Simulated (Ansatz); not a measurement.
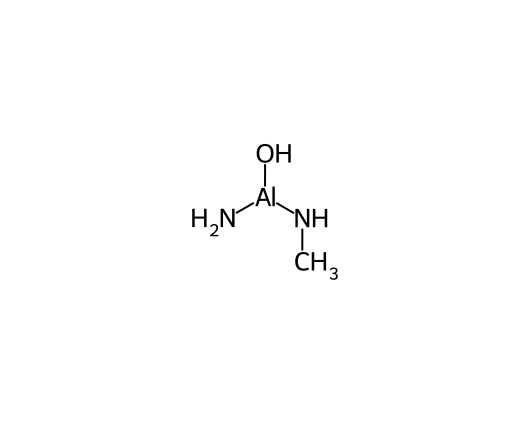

Figure made from data computed with Ansatz.

Skeletal drawing of a molecule.

### Give its SMILES.

C[NH][Al]([NH2])[OH]

### Give the formula, hydrogens included.

CH7AlN2O.

### An optimisation with PBE0-D4/def2-TZVP gave a structure of which point group?

Cs. Other conformers may differ.
